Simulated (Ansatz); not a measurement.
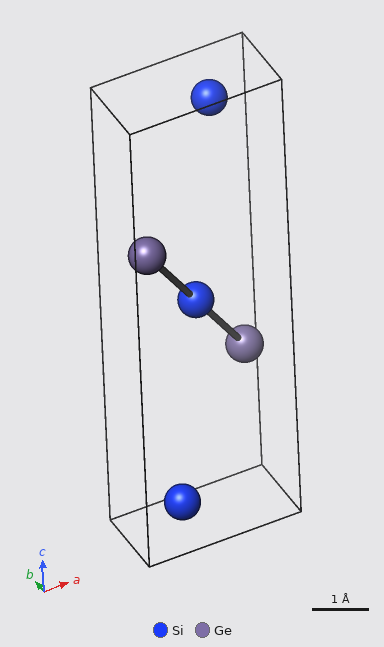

Ball-and-stick representation of a periodic structure, projected slightly off an axis. The box is the cell (the run's own, in a reduced setting); atoms on or close to its faces, edges and corners are drawn wherever they repeat.

```xyz
5
Lattice="-1.8482 3.2012 0.0000 -3.6964 0.0000 0.0000 -1.8482 1.0671 7.5557" Properties=species:S:1:pos:R:3 pbc="T T T"
Si   -3.6964    2.1341    3.7779
Si   -5.5446    3.2012    6.9682
Si   -1.8482    1.0671    0.5876
Ge   -5.5446    3.2012    2.2944
Ge   -1.8482    1.0671    5.2614
```

Results below were computed with Ansatz, DFT PBE, scalar-relativistic, plane waves, PAW; the settings were E_cut = 420 eV, k-points about 0.17 Å⁻¹ apart, Gaussian smearing of 0.1 eV, no spin polarisation.

List the Bader charges.

Answer. Si 0.00 e; Ge 0.00 e. Little charge moves, as in a metallic or covalent solid.

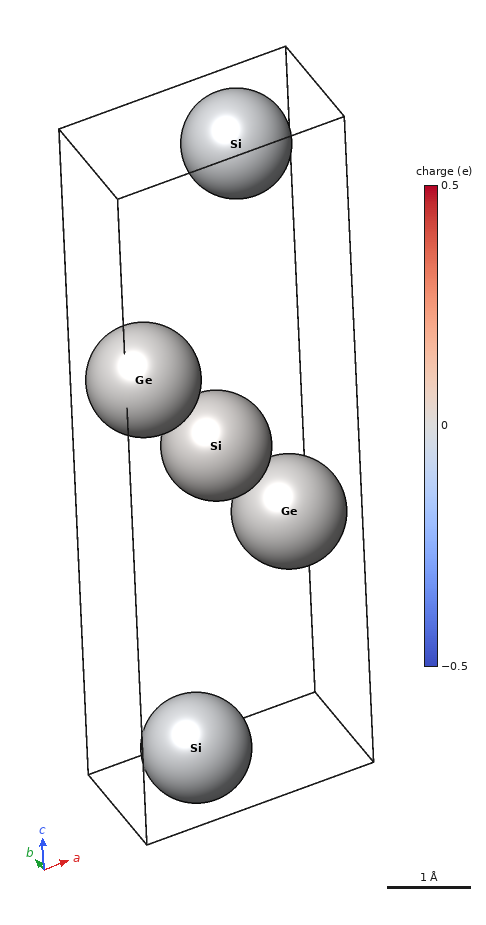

The atoms coloured by those charges.

It goes back to a structure type filled with these elements by a generator (whether the compound takes this form wasn't checked). Earlier steps of the study may have refined or changed the cell and positions. It went into a calculation with Ansatz.
